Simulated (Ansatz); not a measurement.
| atom | x (Å) | y (Å) | z (Å) |
| --- | --- | --- | --- |
| Al | -0.7577 | 1.1987 | -0.0535 |
| H | -2.2707 | 1.0732 | 0.3694 |
| H | 0.0241 | 2.4822 | -0.5283 |
| F | -0.2938 | -0.2357 | -1.1196 |
| Al | 0.7576 | -1.1987 | 0.0536 |
| H | 2.2705 | -1.0720 | -0.3696 |
| H | -0.0230 | -2.4829 | 0.5282 |
| F | 0.2931 | 0.2352 | 1.1199 |

Geometry: PBE0-D4/def2-SVP.

Computed with Ansatz, RKS PBE0-D4/def2-TZVP.

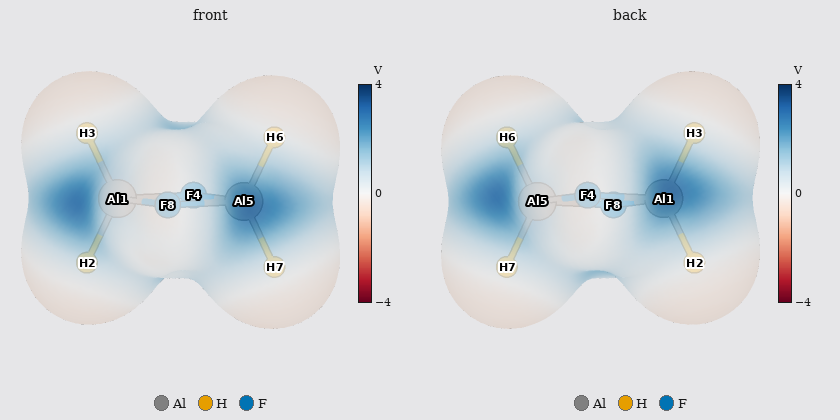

Al2F2H4. The electrostatic potential painted on the density surface at 0.002 e/bohr³, seen from the front and from behind; red is negative and blue positive.

Question: Where is the surface potential most negative and most positive?

Answer: The most negative region (about −0.3 V) lies over H2, H3, H6 and H7, the most positive (about +3.0 V) over Al1 and Al5.
